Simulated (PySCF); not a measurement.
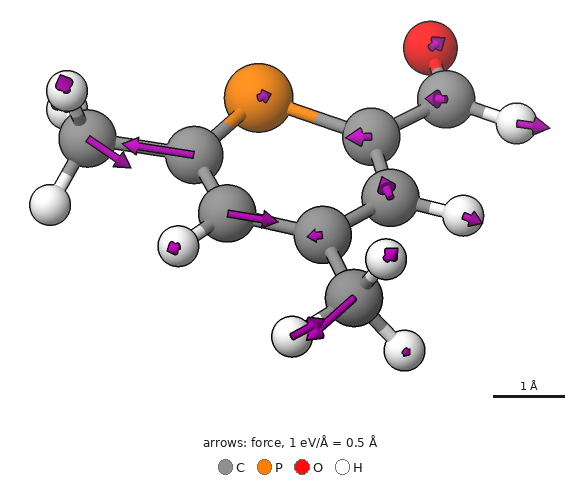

Starting geometry of C$_{8}$H$_{9}$OP with the computed forces as purple arrows. The picture is a ball-and-stick view, seen from a free direction.

The start comes from GFN2-xTB. Its atoms were then displaced at random by about 0.01 Å.

The calculation used PySCF, PBE0-D3(BJ)/def2-SVP geometry optimisation, gas phase. 

Q: Is this structure relaxed? If not, where do the atoms go?

A: It isn't relaxed: the largest force vector, on C atoms, is 2.11 eV/Å. The final displacements have little in common with the starting forces (cosine between the two patterns 0.23). An H atom moves most after the best rigid fit: 0.19 Å. By element the largest moves are H 0.19 Å, O 0.16 Å, C 0.06 Å, P 0.04 Å. Near-neighbour distances that change, for instance: C–H 1.142 → 1.099 Å, C–C 1.539 → 1.506 Å, C–H 1.091 → 1.123 Å, C–H 1.072 → 1.100 Å. Among the angles between lasting bonds that change: C–C–C 121.2° → 117.4°, P–C–C 113.8° → 117.3°, C–C–P 127.5° → 124.0°. After 6 geometry steps the energy has fallen by 4.76 kcal/mol.
